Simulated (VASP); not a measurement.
Shape and ions are relaxed at each volume.

Energy against volume of CrO$_{2}$ (rutile). These are RPBE GGA, VASP's PBE PAW potentials (set 64) (plane waves; VASP 6.6.1) values and carry that method's errors.

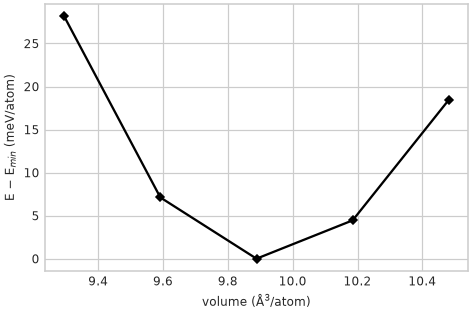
Figure. Energy against volume

### Question
Estimate the equilibrium volume and the bulk modulus.

### Answer
The minimum lies near 9.9 Å³/atom, and the curvature gives B0 of about 200 GPa.

The compound is CrO2 in the rutile structure. It was relaxed first.
